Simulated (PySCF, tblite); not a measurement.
# C7H13FSi: geometry, infrared bands and NMR shifts

Aim: predict the infrared bands and NMR shifts of C7H13FSi (`CC[C@@]12CC[C@]1([SiH2]F)C2`).

The runs use tblite 0.8.0 and PySCF 2.14.0, with density-fitted response routines of our own; the level of theory stands in each step. All values are computed, except where a source is named. Atoms count from 0, in the outputs and in this text.

## Step 1: The starting structure

22 atoms, charge 0, multiplicity 1; geometry from: force field or distance geometry start.

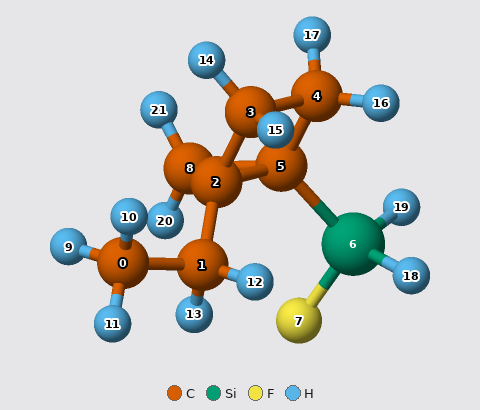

As it starts; carbon orange, silicon teal, fluorine yellow, hydrogen blue, atoms numbered; sticks join atoms by distance.

## Step 2: Optimising the geometry with GFN2-xTB

What the job is given:

```
{"job": {"kind": "relax", "xc": "GFN2-xTB", "basis": "xTB"}, "charge": 0, "multiplicity": 1}
C      2.519100    -0.954500     0.327800
C      1.098100    -0.938600    -0.258200
C      0.298200     0.175600     0.336100
C      0.554300     1.576800    -0.151700
C     -0.966500     1.751100    -0.355100
C     -1.185000     0.363300     0.127800
Si    -2.295500    -0.756400    -0.844800
F     -2.135600    -2.250300    -0.277700
C     -0.656200    -0.103300     1.472900
H      2.481800    -1.067500     1.421800
H      3.033800    -0.020500     0.100200
H      3.085600    -1.783300    -0.089200
H      1.154100    -0.841400    -1.328800
H      0.642800    -1.914800    -0.042800
H      0.983900     2.238000     0.618400
H      1.146400     1.656600    -1.046900
H     -1.227800     1.972700    -1.400700
H     -1.418300     2.521100     0.269200
H     -1.925100    -0.744800    -2.272500
H     -3.708100    -0.337600    -0.698900
H     -0.806900    -1.123900     1.788600
H     -0.683700     0.601300     2.303600
```

Launch:

```sh
OMP_NUM_THREADS=1 python probes_run.py task.json out
```

The driver reads the jobs from task.json and runs them one after another.

Output:

```text
step      E/eV     max force
  0    -764.53718    2.635
  1    -764.75372    0.988
  2    -764.82130    0.850
  3    -764.89395    0.484
  4    -764.91974    0.417
  5    -764.94830    0.433
  6    -764.96418    0.381
  7    -764.98208    0.270
  8    -764.99803    0.281
  9    -765.01478    0.274
 10    -765.02741    0.255
 11    -765.03721    0.249
 12    -765.04642    0.202
 13    -765.05501    0.192
 14    -765.06112    0.156
 15    -765.06475    0.131
 16    -765.06706    0.115
 17    -765.06894    0.095
 18    -765.07051    0.092
 19    -765.07167    0.081
 20    -765.07253    0.086
 21    -765.07330    0.077
 22    -765.07405    0.074
 23    -765.07470    0.064
 24    -765.07519    0.054
 25    -765.07563    0.044
 26    -765.07617    0.060
 27    -765.07682    0.084
 28    -765.07749    0.075
 29    -765.07806    0.045
 30    -765.07858    0.059
 31    -765.07913    0.055
 32    -765.07968    0.064
 33    -765.08018    0.065
 34    -765.08061    0.045
 35    -765.08099    0.041
 36    -765.08136    0.047
 37    -765.08167    0.035
 38    -765.08192    0.031
 39    -765.08213    0.028
 40    -765.08233    0.031
 41    -765.08252    0.029
 42    -765.08273    0.036
 43    -765.08296    0.039
 44    -765.08323    0.037
 45    -765.08351    0.040
 46    -765.08380    0.036
 47    -765.08409    0.035
 48    -765.08438    0.041
 49    -765.08466    0.039
 50    -765.08490    0.032
 51    -765.08508    0.032
 52    -765.08524    0.035
 53    -765.08541    0.040
 54    -765.08559    0.034
 55    -765.08575    0.035
 56    -765.08589    0.024
 57    -765.08602    0.031
 58    -765.08615    0.032
 59    -765.08627    0.026
 60    -765.08637    0.023
 61    -765.08644    0.019
 62    -765.08650    0.019
 63    -765.08657    0.030
 64    -765.08665    0.031
 65    -765.08674    0.021
 66    -765.08683    0.020
 67    -765.08691    0.023
 68    -765.08700    0.026
 69    -765.08708    0.021
 70    -765.08714    0.015
 71    -765.08719    0.015
 72    -765.08724    0.020
 73    -765.08730    0.025
 74    -765.08738    0.020
 75    -765.08745    0.016
 76    -765.08750    0.014
 77    -765.08755    0.013
 78    -765.08759    0.016
 79    -765.08764    0.017
 80    -765.08770    0.020
 81    -765.08775    0.015
 82    -765.08779    0.014
 83    -765.08782    0.014
 84    -765.08786    0.014
 85    -765.08791    0.019
 86    -765.08796    0.019
 87    -765.08801    0.016
 88    -765.08808    0.020
 89    -765.08817    0.026
 90    -765.08827    0.027
 91    -765.08836    0.019
 92    -765.08842    0.019
 93    -765.08848    0.015
 94    -765.08853    0.016
 95    -765.08859    0.014
 96    -765.08864    0.014
 97    -765.08868    0.017
 98    -765.08874    0.019
 99    -765.08880    0.017
100    -765.08886    0.019
101    -765.08890    0.018
102    -765.08894    0.014
103    -765.08899    0.018
104    -765.08905    0.018
105    -765.08909    0.017
106    -765.08911    0.014
107    -765.08913    0.010
108    -765.08915    0.009
```

It took 1.5 s on 1 thread of Arm Neoverse N1, shared host.

Along the way: (not every step is listed)

```
step  energy from step 0 (eV)  largest force (eV/Å)
   0                   0.0000                2.6352
   1                  -0.2165                0.9877
   2                  -0.2841                0.8499
   3                  -0.3568                0.4837
   4                  -0.3826                0.4173
   5                  -0.4111                0.4331
   6                  -0.4270                0.3809
   7                  -0.4449                0.2701
   8                  -0.4608                0.2812
  17                  -0.5318                0.0954
  26                  -0.5390                0.0603
  35                  -0.5438                0.0410
  44                  -0.5460                0.0371
  53                  -0.5482                0.0397
  62                  -0.5493                0.0193
  71                  -0.5500                0.0153
  80                  -0.5505                0.0203
  89                  -0.5510                0.0262
  98                  -0.5516                0.0193
 103                  -0.5518                0.0181
 104                  -0.5519                0.0178
 105                  -0.5519                0.0175
 106                  -0.5519                0.0137
 107                  -0.5519                0.0099
 108                  -0.5520                0.0094
```

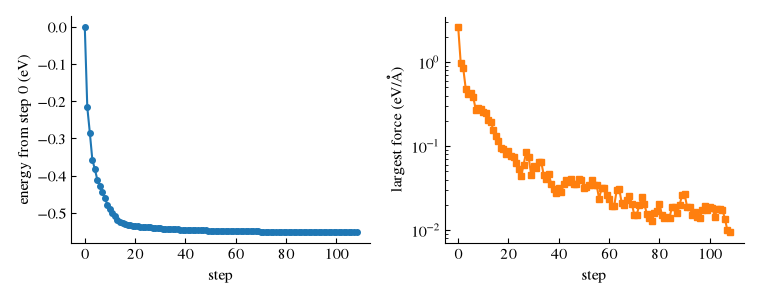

Energy and largest force along the relaxation.

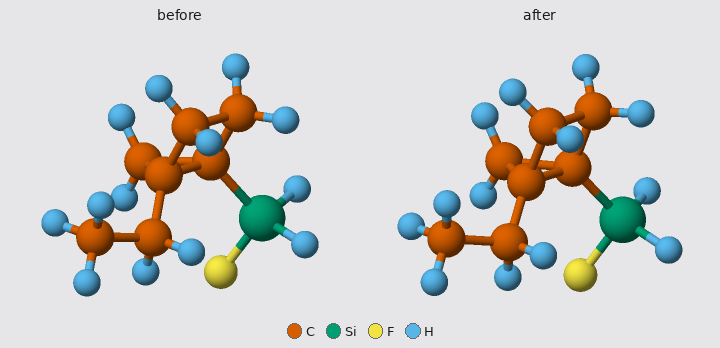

The geometry before (left) and after (right).

Distances of close pairs at the start and the end, largest changes first:

```
   bond  before (Å)  after (Å)  change (Å)
  C4–C5       1.486      1.531      +0.045
Si6–H19       1.481      1.457      -0.024
  C2–C8       1.510      1.490      -0.020
  C2–C3       1.506      1.525      +0.019
  C2–C5       1.509      1.528      +0.019
Si6–H18       1.475      1.458      -0.017
 C1–H12       1.076      1.094      +0.017
  C0–H9       1.100      1.088      -0.013
```

The end geometry stands in the next job.

## Step 3: Harmonic vibrations with GFN2-xTB

What the job is given:

```
{"job": {"kind": "ir", "xc": "GFN2-xTB", "basis": "xTB"}, "charge": 0, "multiplicity": 1}
C      2.523350    -1.007221     0.458752
C      1.220033    -0.969677    -0.337488
C      0.323871     0.133314     0.142336
C      0.550347     1.611666    -0.156104
C     -0.971691     1.802865    -0.292704
C     -1.185495     0.311601    -0.019602
Si    -2.442198    -0.780548    -0.859145
F     -2.210257    -2.284490    -0.318863
C     -0.571099     0.008184     1.327187
H      2.317138    -1.180208     1.512435
H      3.051680    -0.061151     0.363102
H      3.170362    -1.802707     0.096921
H      1.445644    -0.819857    -1.397225
H      0.697424    -1.923249    -0.237328
H      1.035374     2.179541     0.638744
H      1.085074     1.779509    -1.089223
H     -1.279582     2.106729    -1.291116
H     -1.429823     2.471568     0.436939
H     -2.229949    -0.878054    -2.297978
H     -3.811200    -0.458343    -0.478605
H     -0.725909    -0.991987     1.705133
H     -0.573505     0.771901     2.092984
```

Output:

```text
mode    cm-1     km/mol
  1      33.2      2.97
  2      65.0      0.27
  3      87.0      1.10
  4     135.3      2.45
  5     168.2      1.17
  6     202.5      0.04
  7     243.7      7.51
  8     282.1      0.01
  9     342.0      0.14
 10     406.3      5.99
 11     434.8     11.94
 12     486.3     15.09
 13     544.1    120.00
 14     571.8      7.12
 15     691.2     31.49
 16     726.5    119.12
 17     768.4     90.99
 18     778.2    240.84
 19     808.1    226.39
 20     809.7     10.95
 21     822.9      9.67
 22     916.9      7.62
 23     924.2      7.30
 24     962.2      6.81
 25     984.3     10.86
 26    1026.7     10.62
 27    1040.5      1.96
 28    1043.6      1.33
 29    1067.5      0.11
 30    1085.5      4.56
 31    1098.4      3.42
 32    1160.1      4.84
 33    1177.9      1.00
 34    1207.1     15.02
 35    1225.6      0.13
 36    1237.6      0.85
 37    1269.0      8.64
 38    1305.6     10.85
 39    1330.7      5.37
 40    1409.5      1.01
 41    1412.9     10.79
 42    1473.3      0.57
 43    1478.5      7.91
 44    1482.6      0.06
 45    1500.2      2.24
 46    1500.6      4.81
 47    1506.9      3.84
 48    2299.2    406.05
 49    2320.2    172.66
 50    2955.7     37.32
 51    2968.0     19.65
 52    2980.0     69.57
 53    2983.7     33.98
 54    3005.6     33.89
 55    3015.7     59.76
 56    3034.0     47.12
 57    3035.9     45.70
 58    3040.7     27.02
 59    3057.5     46.14
 60    3093.2     24.74
```

Run time: 1.6 s. Hardware: 1 thread of Arm Neoverse N1, shared host.

Which atoms move in the most intense modes:

```
cm⁻¹  km/mol                                  atoms
 544   120.0  H18 24 %, H19 23 %, Si6 17 %, C5 15 %
 726   119.1                     H18 38 %, H19 36 %
 768    91.0    H19 14 %, C8 13 %, C3 13 %, C5 11 %
 778   240.8                     H18 37 %, H19 31 %
 808   226.4                      F7 51 %, Si6 42 %
2299   406.1                     H18 59 %, H19 36 %
2320   172.7                     H19 61 %, H18 37 %
2980    69.6                     H14 49 %, H17 41 %
```

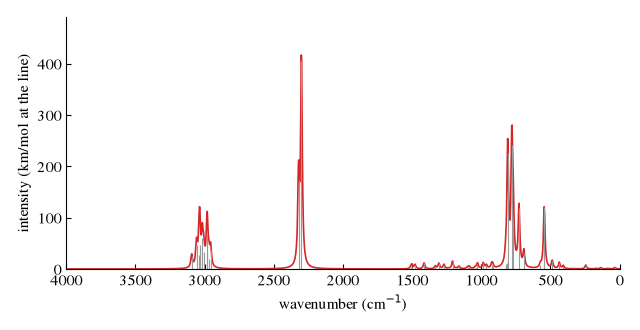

The infrared spectrum from these modes, unscaled. Lines are broadened to a width of 14 cm⁻¹ (Lorentzian).

## Step 4: Nuclear shieldings: PBE0/pcSseg-1

Same as in step 3 but for these lines:

```diff
@@ -1,2 +1,2 @@
-{"job": {"kind": "ir", "xc": "GFN2-xTB", "basis": "xTB"}, "charge": 0, "multiplicity": 1}
+{"job": {"kind": "nmr", "xc": "PBE0", "basis": "pcSseg-1"}, "charge": 0, "multiplicity": 1}
 C      2.523350    -1.007221     0.458752
```

With the program's defaults for keys left out, this is: GIAO PBE0/pcSseg-1 NMR shielding, non-relativistic, gas phase.

Output:

```text
coarse grid: 18376 points
cycle   1  E = -663.1652243331  dE =  1.159e+00  |g| = 6.462e-01  |ddm| = 4.243e+00
cycle   2  E = -663.1027006840  dE =  6.252e-02  |g| = 9.150e-01  |ddm| = 1.335e+00
cycle   3  E = -663.2503276789  dE = -1.476e-01  |g| = 7.659e-02  |ddm| = 8.184e-01
cycle   4  E = -663.2512556427  dE = -9.280e-04  |g| = 3.409e-02  |ddm| = 8.470e-02
cycle   5  E = -663.2514990346  dE = -2.434e-04  |g| = 6.688e-03  |ddm| = 3.381e-02
cycle   6  E = -663.2515070135  dE = -7.979e-06  |g| = 2.836e-03  |ddm| = 1.096e-02
final grid: 171824 points
cycle   7  E = -663.3120299837  dE = -5.668e-05  |g| = 1.029e-02  |ddm| = 4.758e-02
cycle   8  E = -663.3120088809  dE =  2.110e-05  |g| = 1.386e-02  |ddm| = 2.617e-02
cycle   9  E = -663.3120576769  dE = -4.880e-05  |g| = 1.025e-03  |ddm| = 1.539e-02
cycle  10  E = -663.3120578846  dE = -2.076e-07  |g| = 2.781e-04  |ddm| = 1.058e-03
cycle  11  E = -663.3120579001  dE = -1.554e-08  |g| = 6.889e-05  |ddm| = 2.916e-04
cycle  12  E = -663.3120579008  dE = -7.315e-10  |g| = 2.842e-05  |ddm| = 9.270e-05
converged SCF energy = -663.3120579008

GIAO shielding tensors (ppm)
atom      isotropic    diamagn.    paramagn.     s11        s22        s33       span
  0 C      173.977     246.188     -72.211    160.910    173.580    187.440     26.529
  1 C      155.955     244.234     -88.279    143.777    150.406    173.683     29.906
  2 C      151.486     254.254    -102.768    121.749    139.474    193.235     71.486
  3 C      159.148     248.566     -89.418    140.936    159.998    176.508     35.572
  4 C      165.572     251.600     -86.028    151.994    170.372    174.349     22.355
  5 C      169.413     261.395     -91.982    140.572    153.028    214.638     74.066
  6 Si     350.917     879.459    -528.542    309.202    338.394    405.155     95.953
  7 F      401.691     471.135     -69.444    369.994    395.993    439.086     69.092
  8 C      161.383     253.737     -92.354    140.138    147.682    196.330     56.191
  9 H       30.751      30.055       0.696     25.675     29.996     36.582     10.907
 10 H       30.589      29.849       0.740     25.925     29.714     36.127     10.203
 11 H       30.600      27.839       2.762     25.692     27.388     38.721     13.028
 12 H       29.742      31.926      -2.184     24.405     29.731     35.092     10.687
 13 H       30.533      32.213      -1.680     24.615     31.019     35.965     11.350
 14 H       29.926      31.191      -1.265     25.988     26.815     36.976     10.989
 15 H       29.915      32.105      -2.190     26.205     28.035     35.504      9.299
 16 H       29.938      31.709      -1.771     26.336     26.920     36.558     10.222
 17 H       30.522      30.683      -0.161     26.418     26.806     38.343     11.926
 18 H       26.440      29.860      -3.420     23.245     24.767     31.309      8.064
 19 H       26.427      28.420      -1.994     22.995     24.420     31.866      8.871
 20 H       30.803      34.250      -3.447     26.085     28.304     38.020     11.935
 21 H       31.111      33.530      -2.419     25.763     28.328     39.242     13.480
```

It took 1.8 min on 1 thread of Arm Neoverse N1, shared host; peak memory 1.1 GiB.

Shifts follow as δ = σ(reference) − σ, with reference shieldings (ppm) from runs at the same level and on the same kind of geometry: ¹H TMS 31.72, ¹³C TMS 186.9, ²⁹Si TMS 349.2, ¹⁹F CFCl3 170.9. The references are single molecules in the gas phase, so shifts against H2O, NH3, PH3, H3PO4 or CFCl3 are not on the usual liquid scales and can be off by tens of ppm. Atoms listed in one row are averaged.

```
       atoms                               environment  σ (ppm)  δ (ppm)  δ scaled to CDCl3
          C2                three-membered-ring carbon    151.5     35.4               32.7
          C1                                   sp3 CH2    156.0     31.0               28.3
          C3                         sp3 CH2 in a ring    159.1     27.8               25.2
          C8                three-membered-ring carbon    161.4     25.5               23.0
          C4                         sp3 CH2 in a ring    165.6     21.4               18.9
          C5                three-membered-ring carbon    169.4     17.5               15.2
          C0                             methyl carbon    174.0     12.9               10.7
         H19      hydrogen on a silicon bonded to C, F    26.43     5.29                  –
         H18      hydrogen on a silicon bonded to C, F    26.44     5.28                  –
         H12                    hydrogen on an sp3 CH2    29.74     1.97               1.97
         H15          hydrogen on an sp3 CH2 in a ring    29.91     1.80               1.80
         H14          hydrogen on an sp3 CH2 in a ring    29.93     1.79               1.79
         H16          hydrogen on an sp3 CH2 in a ring    29.94     1.78               1.78
         H17          hydrogen on an sp3 CH2 in a ring    30.52     1.19               1.23
         H13                    hydrogen on an sp3 CH2    30.53     1.18               1.22
H9, H10, H11               hydrogen on a methyl carbon    30.65     1.07               1.11
         H20  hydrogen on a three-membered-ring carbon    30.80     0.91               0.97
         H21  hydrogen on a three-membered-ring carbon    31.11     0.61               0.68
         Si6               silicon bonded to C, F, 2 H    350.9     -1.8                  –
          F7                     fluorine bonded to Si    401.7   -230.7                  –
```

The scaled column applies a straight-line fit of computed shieldings to shifts measured in CDCl3, and one for carbons that bear F (root-mean-square error 0.16 ppm for H, 1.9 ppm for C).

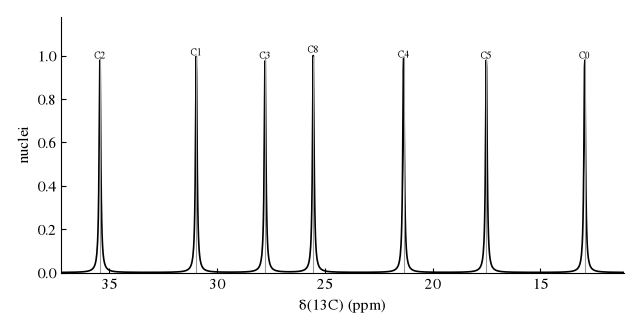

¹³C lines at the computed shifts, without couplings. Lines are broadened to a width of 0.09 ppm (Lorentzian).

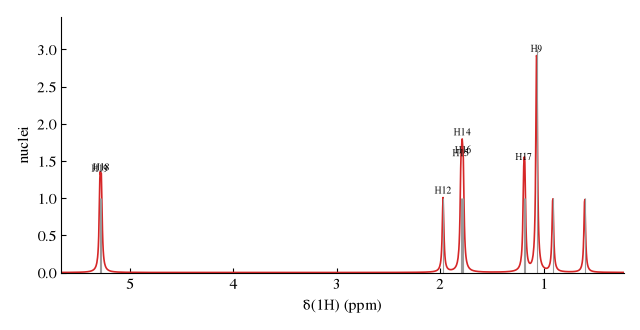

¹H lines at the computed shifts, without couplings. Lines are broadened to a width of 0.02 ppm (Lorentzian).

Charges from the same density, by scheme (e):

```
atoms  Mulliken    IAO  Hirshfeld  ESP fit
   C0     -0.26  -0.42      -0.12    -0.24
   C1     -0.12  -0.26      -0.07     0.04
   C2     -0.44   0.04       0.02     0.20
   C3     -0.06  -0.27      -0.07    -0.09
   C4     -0.09  -0.25      -0.07    -0.28
   C5     -0.58  -0.31      -0.10    -0.11
  Si6      0.99   1.08       0.42     0.62
   F7     -0.44  -0.55      -0.21    -0.32
   C8     -0.01  -0.29      -0.09    -0.46
```

IAO charges:

C0 -0.42; C1 -0.26; C2 0.04; C3 -0.27; C4 -0.25; C5 -0.31; Si6 1.08; F7 -0.55; C8 -0.29; H9 0.14; H10 0.14; H11 0.14; H12 0.13; H13 0.14; H14 0.13; H15 0.14; H16 0.14; H17 0.13; H18 -0.15; H19 -0.15; H20 0.15; H21 0.14

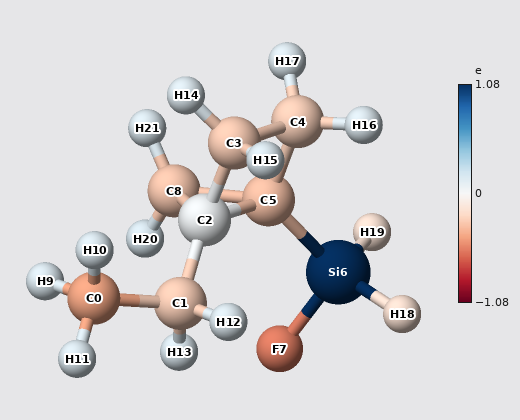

IAO charges, as colours on the atoms.

Mayer bond orders: C0–C1 1.05, C1–C2 1.02, C2–C3 1.02, C3–C4 1.04, C4–C5 1.01, C5–Si6 0.88, Si6–F7 0.89, C5–C8 0.92, C5–C2 0.87, C8–C2 0.94.

Ring of atoms C2, C3, C4, C5: NICS(0) -6.9, NICS(1) -2.8, NICS(1)zz 2.4 ppm (means of both faces; NICS(1) differs between them: -5.4 and -0.2).

Ring of atoms C2, C5, C8: NICS(0) -44.2, NICS(1) -7.4, NICS(1)zz -20.9 ppm (means of both faces; NICS(1) differs between them: -9.7 and -5.1).

The two faces differ (NICS(1)zz -18.2 and -23.5 ppm).

In rings of three or four atoms NICS is ruled by the nearby σ bonds, so it says little on aromaticity.

Orbitals, density, ELF and potential are computed afterwards from the orbital file.

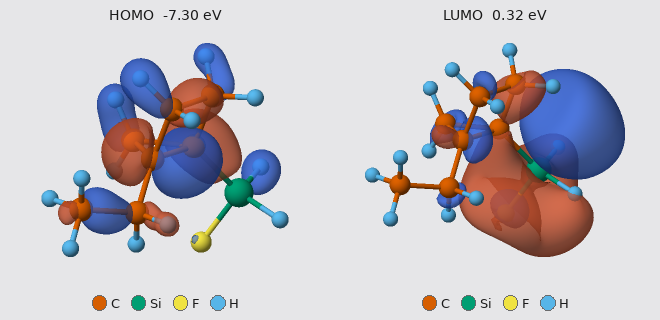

Frontier orbitals at PBE0/pcSseg-1; each surface holds 70 % of the orbital's density, blue and red mark the sign.

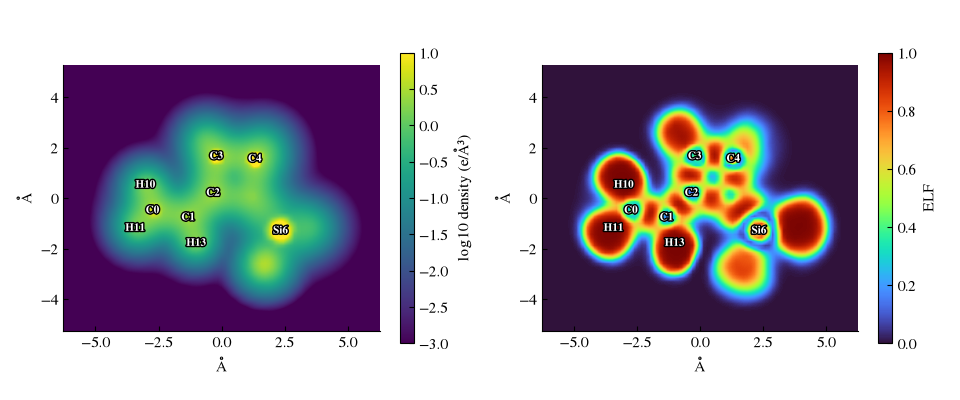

Density (left) and ELF (right) in a plane through or near 9 of the atoms.

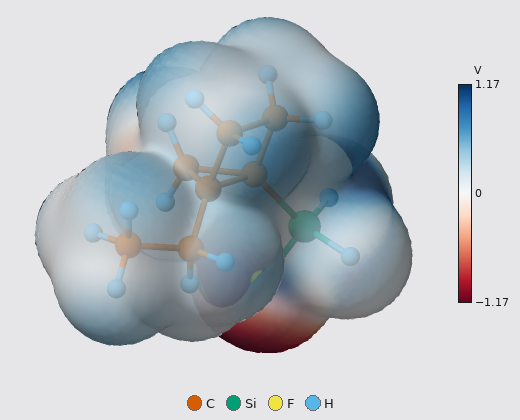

Electrostatic potential on the surface of density 0.002 e/bohr³; red is low, blue high. It runs from -1.17 V near F7 to 1.09 V near H19.

## Step 5: Outcome

| quantity | value |
| --- | --- |
| strongest single infrared mode (GFN2-xTB) | 2299 cm⁻¹, 406 km/mol |
| zero-point energy (GFN2-xTB) | 113.0 kcal/mol |
| ¹³C shifts against TMS (PBE0/pcSseg-1) | 35.4, 31.0, 27.8, 25.5, 21.4, 17.5, 12.9 ppm |
| ¹H shifts against TMS (PBE0/pcSseg-1, means over atoms taken as alike) | 5.29, 5.28, 1.97, 1.80, 1.79, 1.78, 1.19, 1.18, 1.07, 0.91, 0.61 ppm |
| ²⁹Si shifts against TMS (PBE0/pcSseg-1) | -1.8 ppm |
| ¹⁹F shifts against CFCl3 (PBE0/pcSseg-1) | -230.7 ppm |
| surface potential, least and greatest | -1.17 V and 1.09 V |

Relaxing lowered the energy by 0.552 eV in 108 steps; the close pair that moved most is C4–C5, from 1.486 to 1.531 Å. No mode is imaginary among the 60: a minimum at this level. The strongest single mode, at 2299 cm⁻¹, moves mainly H18 and H19. Unscaled tight-binding wavenumbers are off by several per cent, some by more. Its intensities can rank the bands wrongly. At PBE0/pcSseg-1: Shielding is most anisotropic at Si6 (span 96 ppm, paramagnetic term -529 ppm).
